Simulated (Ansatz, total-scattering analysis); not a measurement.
## From S(Q) to neighbour shells

The sample: B2O3 (B 40.0, O 60.0 atom %) at 1720 K, fixed volume (mean pressure -2.1 GPa), ρ₀ = 0.0670 Å⁻³. The data come from ab initio molecular dynamics with Ansatz (PBE, plane waves, PAW set soft_1, Nose-Hoover chain, no spin, fixed volume). The average runs over 0.61 ps of 70 atoms, so shells between rare elements are rough. Mean temperature 1675 K, largest m.s.d. 1.26 Å², energy drift +20 meV an atom (last third less first, no steady trend); the first quarter of the run is discarded. Preparation: last frame of a classical run of this cell, a melt at this density, then 0.3 ps at 1720 K with a cheaper basis and a friction of 10 ps⁻¹ (mean temperature of the first stage 1741 K), too short to forget the start in full. So short a stretch relaxes bonds and nearest shells but still remembers its start. It is a melt by its history, in a run too short to show flow.

The totals are in Faber–Ziman form. Below 4 Å⁻¹ the partials are summed on the cell's own reciprocal vectors (from 0.62 Å⁻¹) and folded with a Gaussian of σ = 0.14 Å⁻¹; above it they are transforms of g(r) out to 6.9 Å, tapered over the last 40 %. The fold lowers sharp peaks, and with so few vectors their positions are good to about 0.1 Å⁻¹. X-rays take neutral-atom form factors, neutrons coherent lengths (B 6.65, O 5.8037 fm). Boron is taken as ¹¹B. G(r) = 4πrρ₀[g(r) − 1] carries the resolution of a Lorch-windowed transform up to 20 Å⁻¹. The patterns are simulated, not measured. The cell is small: beyond half the box only the part of each shell inside it is counted, and low-Q values rest on few vectors.

```
Q (Å⁻¹)  X-ray  neutron
    0.6   0.45     0.52
    0.9   0.96     1.08
    1.2   1.08     1.25
    1.5   1.34     1.53
    1.8   0.86     1.03
    2.1   0.92     1.15
    2.4   0.77     0.95
    2.7   0.76     0.72
    3.0   1.00     0.69
    3.3   1.01     0.70
    3.6   0.84     0.68
    3.9   0.76     0.70
    4.2   0.72     0.72
    4.5   0.77     0.81
    4.8   0.87     0.96
    5.1   1.07     1.17
    5.4   1.33     1.39
    5.7   1.48     1.48
    6.0   1.40     1.38
    6.3   1.17     1.15
    6.6   0.95     0.94
    6.9   0.83     0.83
    7.2   0.79     0.81
    7.5   0.80     0.81
    7.8   0.83     0.83
    8.1   0.90     0.87
    8.4   0.97     0.93
    8.7   1.02     0.99
    9.0   1.03     1.02
    9.3   1.02     1.03
    9.6   1.02     1.05
    9.9   1.05     1.08
   10.2   1.09     1.12
   10.5   1.12     1.13
   10.8   1.11     1.11
   11.1   1.06     1.05
   11.4   1.00     0.98
   11.7   0.94     0.93
   12.0   0.91     0.90
```

G(r):

```csv
r (Å),X-ray,neutron
1.0,-1.02,-0.89
1.1,-0.99,-0.78
1.2,0.28,0.72
1.3,2.36,3.18
1.4,3.27,4.29
1.5,2.02,2.85
1.6,-0.17,0.31
1.7,-1.48,-1.20
1.8,-1.63,-1.48
1.9,-1.49,-1.54
2.0,-1.38,-1.61
2.1,-1.00,-1.40
2.2,0.00,-0.69
2.3,1.32,0.31
2.4,2.09,1.05
2.5,1.75,1.09
2.6,0.62,0.44
2.7,-0.41,-0.32
2.8,-0.94,-0.83
2.9,-1.14,-1.02
3.0,-1.09,-0.94
3.1,-0.89,-0.69
3.2,-0.65,-0.44
3.3,-0.47,-0.24
3.4,-0.30,-0.04
3.5,-0.07,0.21
3.6,0.13,0.41
3.7,0.17,0.41
3.8,-0.02,0.15
3.9,-0.27,-0.18
4.0,-0.36,-0.35
4.1,-0.27,-0.33
4.2,-0.06,-0.20
4.3,0.18,-0.04
4.4,0.35,0.07
4.5,0.44,0.11
4.6,0.42,0.09
4.7,0.31,0.03
4.8,0.15,-0.04
4.9,-0.01,-0.08
5.0,-0.12,-0.08
5.1,-0.18,-0.07
5.2,-0.17,-0.04
5.3,-0.12,0.03
5.4,-0.04,0.10
5.5,0.02,0.16
5.6,0.06,0.19
5.7,0.11,0.23
5.8,0.17,0.29
5.9,0.23,0.34
6.0,0.27,0.36
```

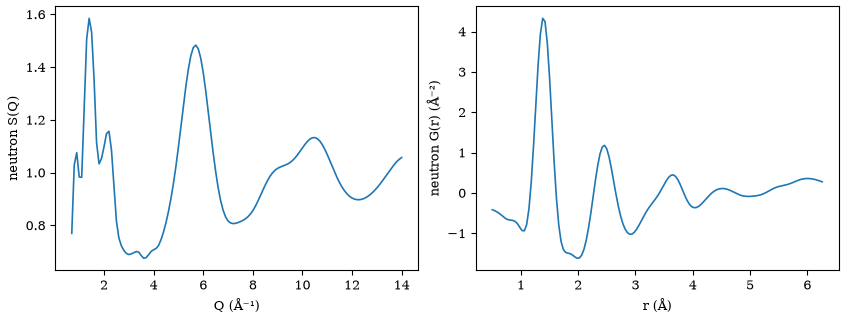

**Question.** Which pairs make the maxima of G(r) below 4.5 Å, and what can the data say of the number of neighbours?

Each pair enters with the weight ci cj fi fj (2 − δij)/⟨f⟩², taking f = Z for X-rays at Q = 0: O–O 0.50 / 0.32; B–O 0.42 / 0.49; B–B 0.09 / 0.19 (X-ray / neutron).

| radiation | maximum (Å) | G (Å⁻²) | pairs that make it (share of the curvature of G, each pair at the same resolution) |
| --- | --- | --- | --- |
| X-ray | 1.39 | 3.33 | B–O 100 % |
| X-ray | 2.42 | 2.13 | O–O 99 % |
| X-ray | 3.66 | 0.18 | B–O 87 % |
| X-ray | 4.54 | 0.45 | O–O 98 % |
| neutron | 1.39 | 4.35 | B–O 100 % |
| neutron | 2.45 | 1.18 | O–O 86 %, B–B 14 % |
| neutron | 3.65 | 0.45 | B–O 86 % |

The first neutron peak is mostly one pair, so its area estimates the neighbours: ∫ r [G + 4πρ₀r] dr from 0.93 to 1.78 Å is 2.46, and times c(O)/weight = 0.600/0.491 gives 3.0 O around each B; the count from the coordinates is 3.00.

From the coordinates:

```csv
pair,first peak (Å),g there,first minimum (Å),g there,neighbours
B–O,1.38,15.9,1.78,0.04,"3.0 O per B, 2.0 B per O"
O–O,2.40,4.5,2.88,0.41,4.4
B–B,2.57,3.9,3.10,0.26,3.2
```

Bonded neighbours (only these pairs count: cutoffs B–O 1.78 Å): B: 3 100 %; O: 2 100 %. Bridging oxygens per network former of four or fewer bonds: B: Q3 100 %. Oxygen by network formers bound (Si, B, P, Ge and Al count): two 100 %. O–B–O peak at 118° and B–O–B peak at 140°. These counts come from 15 frames.

Unlike atoms are nearest: the pair functions peak at 1.38 Å (B–O) and 2.40 Å (O–O). The ratio of these peaks, 1.74 (±0.04), compares with 1.73 for a triangle, 1.63 for a tetrahedron and 1.41 for an octahedron, and B has 3.0 anions. The weights that differ most between the probes (X-ray, neutron): O–O 0.50 and 0.32, B–B 0.09 and 0.19 and B–O 0.42 and 0.49.

[Logs are printed without paths, hosts, clocks, repeated set-up lines and the standing remarks that a program may print on its own settings, such as how far it seeks lower states.]
